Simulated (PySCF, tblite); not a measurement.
# C₆H₁₁FS₂Si: geometry, infrared bands and NMR shifts

Wanted: the infrared bands and NMR shifts of C₆H₁₁FS₂Si (`C/C(=C\F)[SiH]1SCCCS1`), by calculation.

Computed with tblite 0.8.0 and PySCF 2.14.0, with density-fitted response routines of our own, on a single molecule in the gas phase. Atoms are numbered from 0 throughout.

**1. Starting geometry**

21 atoms, charge 0, multiplicity 1; geometry from: force field or distance geometry start.

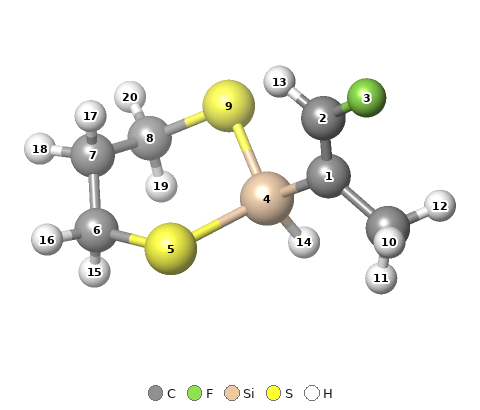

As it starts; carbon grey, fluorine green, silicon light orange, sulfur yellow, hydrogen white, atoms numbered; sticks join atoms by distance.

**2. Geometry optimisation with GFN2-xTB**

The job: settings as JSON, then the geometry in Å.

```
{"job": {"kind": "relax", "xc": "GFN2-xTB", "basis": "xTB"}, "charge": 0, "multiplicity": 1}
C      3.446300    -0.486600     0.168300
C      2.207200     0.385700     0.152200
C      2.315900     1.625900     0.549000
F      3.434900     2.249500     0.954100
Si     0.642500    -0.359700    -0.377400
S     -0.574200    -1.060600     1.253200
C     -2.327600    -0.991300     0.858700
C     -2.747700     0.238100     0.135800
C     -2.276400     0.253700    -1.316500
S     -0.648700     1.037600    -1.405300
H      3.964400    -0.458900     1.144400
H      3.187100    -1.545500    -0.036200
H      4.163300    -0.165600    -0.592900
H      1.393800     2.229400     0.524000
H      0.926800    -1.427900    -1.335600
H     -2.616900    -1.948600     0.392000
H     -2.868000    -0.978500     1.855000
H     -2.507500     1.164200     0.676400
H     -3.878700     0.227000     0.081400
H     -2.244000    -0.783900    -1.712300
H     -3.001200     0.812800    -1.968700
```

On the command line:

```
$ OMP_NUM_THREADS=1 python probes_run.py task.json out
```

One launch serves the whole session: the jobs run in the order shown.

**Question.** This job is followed by: GFN2-xTB harmonic vibrations, gas phase; GIAO PBE0/pcSseg-1 NMR shielding, non-relativistic, gas phase. What will the session give for the following? strongest single infrared mode (GFN2-xTB); zero-point energy (GFN2-xTB); 13C shifts against TMS (PBE0/pcSseg-1, means over atoms taken as alike); 1H shifts against TMS (PBE0/pcSseg-1, means over atoms taken as alike); 19F shifts against CFCl3 (PBE0/pcSseg-1); 29Si shifts against TMS (PBE0/pcSseg-1); 33S shifts against CS2 (PBE0/pcSseg-1, means over atoms taken as alike); surface potential, least and greatest.

**Answer**, as computed:

```
                                                               quantity                                         value
                              strongest single infrared mode (GFN2-xTB)                         1090 cm⁻¹, 238 km/mol
                                           zero-point energy (GFN2-xTB)                                 98.7 kcal/mol
13C shifts against TMS (PBE0/pcSseg-1, means over atoms taken as alike)            163.5, 113.4, 34.6, 32.5, 11.5 ppm
 1H shifts against TMS (PBE0/pcSseg-1, means over atoms taken as alike)  6.67, 6.12, 2.96, 2.65, 2.15, 1.87, 1.87 ppm
                               19F shifts against CFCl3 (PBE0/pcSseg-1)                                    -100.1 ppm
                                29Si shifts against TMS (PBE0/pcSseg-1)                                      -4.2 ppm
33S shifts against CS2 (PBE0/pcSseg-1, means over atoms taken as alike)                                      -110 ppm
                                  surface potential, least and greatest                            -0.95 V and 1.06 V
```

Relaxing lowered the energy by 0.586 eV in 188 steps; the close pair that moved most is C1–Si4, from 1.812 to 1.866 Å. No mode is imaginary among the 57: a minimum at this level. The strongest single mode, at 1090 cm⁻¹, moves mainly C2 and F3. GFN2-xTB is a fitted tight-binding method: band positions and strengths are rough. Its intensities can rank the bands wrongly. H13 (hydrogen on an alkene CH) lies farthest downfield among hydrogen, at 6.67 ppm; attached to an sp2 carbon and in the plane of the double bond. At PBE0/pcSseg-1: The widest tensor belongs to F3: span 288 ppm, with a paramagnetic part of -198 ppm.
